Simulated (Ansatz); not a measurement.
C$_{28}$H$_{24}$N$_{6}$S$_{6}$Si$_{2}$ (SMILES C[Si](C)(C)C#Cc1cnc(-c2cnc(-c3cnc(-c4cnc(-c5cnc(-c6cnc(C#C[Si](C)(C)C)s6)s5)s4)s3)s2)s1), 66 atoms.

Geometry: PBE-D4/def2-SVP.

Theory: RKS PBE0-D4/def2-SVP in Ansatz 0.2.0.

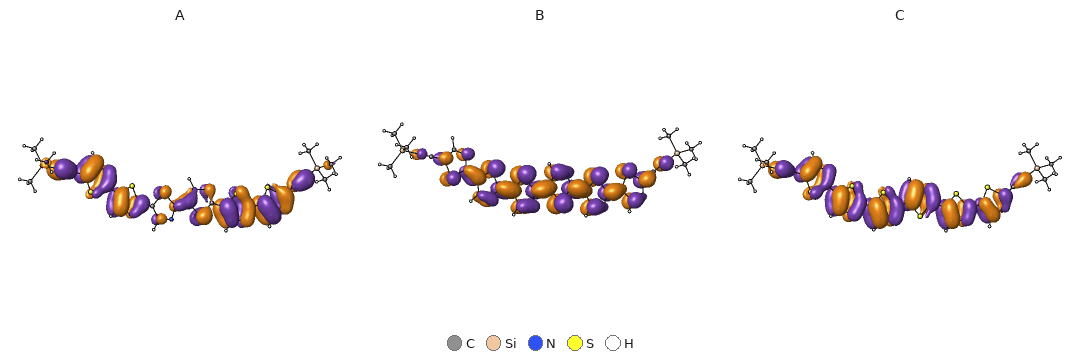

C$_{28}$H$_{24}$N$_{6}$S$_{6}$Si$_{2}$ (SMILES C[Si](C)(C)C#Cc1cnc(-c2cnc(-c3cnc(-c4cnc(-c5cnc(-c6cnc(C#C[Si](C)(C)C)s6)s5)s4)s3)s2)s1). Three frontier orbitals at ±0.05 Å⁻³ᐟ² (orange and purple are the two phases), in no order.

### Which picture is the HOMO−1, the HOMO and the LUMO?

A is the HOMO−1 (−6.38 eV). No atom holds more than about 10 % of it (Hirshfeld); by element the shares are C 75 %, S 10 % and N 10 %. C is the HOMO (−5.92 eV). No atom holds more than about 10 % of it (Hirshfeld); by element the shares are C 75 %, N 15 % and S 5 %. B is the LUMO (−3.10 eV). No atom holds more than about 10 % of it (Hirshfeld); by element the shares are C 60 %, S 25 % and N 10 %.

### What is the HOMO–LUMO gap?

2.82 eV between the orbital energies.
